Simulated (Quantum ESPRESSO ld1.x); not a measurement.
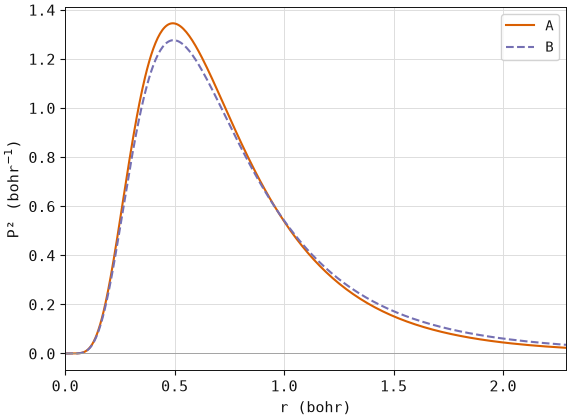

Atomic thulium (Tm) was computed in two configurations: [Xe] 4f12 5d1 6s2 (high spin); [Xe] 4f13 6s2 (high spin). Level of theory: scalar-relativistic Kohn-Sham, LDA (Slater exchange, Perdew-Wang correlation), spin-polarised, spherical densities, point nucleus. Computed with Quantum ESPRESSO ld1.x 7.5.

The plot shows P² of the 4f down orbital in both runs (large components where relativistic).

> Assign A and B.

A is [Xe] 4f12 5d1 6s2 (high spin) (⟨r⟩ = 0.763 bohr, eigenvalue −8.81 eV); B is [Xe] 4f13 6s2 (high spin) (⟨r⟩ = 0.817 bohr, eigenvalue −2.94 eV). The orbital is smaller where the other electrons screen the nucleus less.
